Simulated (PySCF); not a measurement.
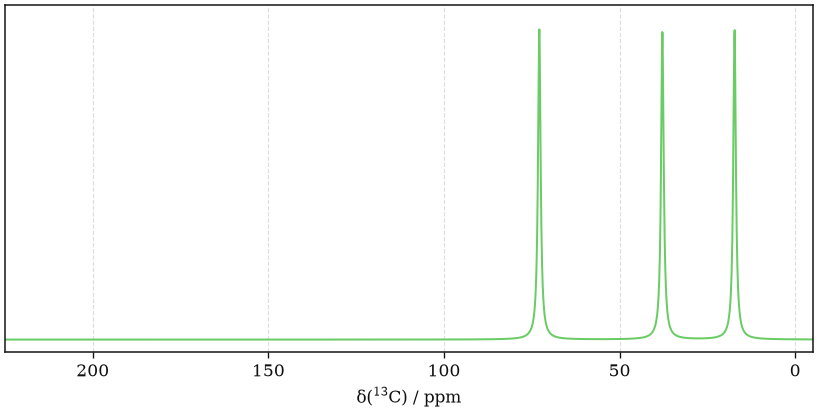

GIAO shifts, PBE0/pcSseg-1, PySCF, at a GFN2-xTB geometry (no frequency check), against TMS for ¹³C computed at the same level. Gas phase, fully decoupled, line heights follow the number of nuclei, widths are arbitrary (no quadrupolar broadening); values of one conformer, averaged over methyl-type rotors and exact or near symmetry.

Which molecule was computed?
A. C₃H₇BClN, SMILES CC#[N+][B@@H-](C)Cl
B. C₇H₆, SMILES C=CC#CC#CC
C. C₇H₁₂, SMILES C[C@H]1[C@@H]2CC[C@H]1C2
D. C₃H₄ClF, SMILES F[C@@H]1C[C@@H]1Cl

D. Its ¹³C signals: 72.9 (1 C), 37.8 (1 C), 17.3 (1 C) ppm.

Known limits of this run: the tight-binding geometry is rougher than a DFT one and adds to the error.
